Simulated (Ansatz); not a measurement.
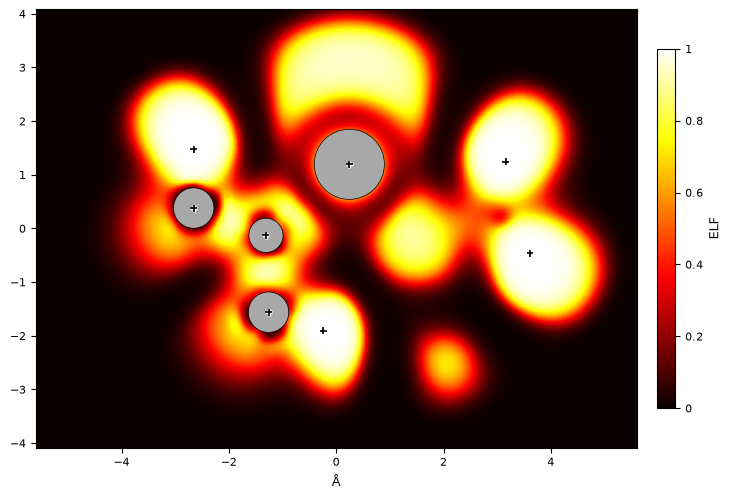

The electron localisation function on a plane through atoms (crosses mark nuclei in the plane; grey discs cover the cores).

All numbers below come from RKS PBE0-D4/def2-TZVPP in Ansatz 0.2.0.

Candidates:
A. C6H9In (SMILES C=[CH][In]([CH]=C)[CH]=C)
B. C8H4Ti (SMILES C#[C][Ti]([C]#C)([C]#C)[C]#C)
C. C4H12N2Sn (SMILES C[N](C)[Sn][N](C)C)

### Which system is this?

Candidate C: C4H12N2Sn on the plane of atoms Sn4, N5 and C6, which holds Sn, N, C and H. C–N (1.44 Å): the ELF peaks at about 0.90 between the atoms; localised, covalent bonding. Sn–N (2.04 Å): the ELF peaks at about 0.90 in the valence shell of N, 0.6 Å from its nucleus, and drops to about 0.15 between the two atoms.
